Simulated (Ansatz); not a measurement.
Bands of a (4,4) carbon nanotube, along its axis.

These are PBE (plane waves to 420 eV, PAW; Ansatz, a program for electronic structure) values and carry that method's errors. Mesh 1×1×30. No spin polarisation. Periodic along z alone, with about 11 Å of vacuum beside it. An idealised model, rolled from the flat sheet. Only distortions within the start's symmetry and period were free.

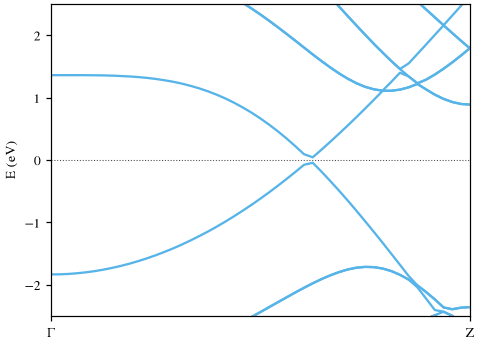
Bands from the zone centre to the zone edge (period 2.46 Å); the dotted line marks the highest filled level

Is it a metal or a semiconductor at this level? Give what the bands show.

A metal in PBE.
- PBE gap: none (under 0.01 eV)
- crossings of the Fermi level between Γ and the zone edge (49 points): 2, each for both spins (ideal conductance 2 × 2e²/h)
The near touch at the dotted line is a crossing that falls between two sampled points.
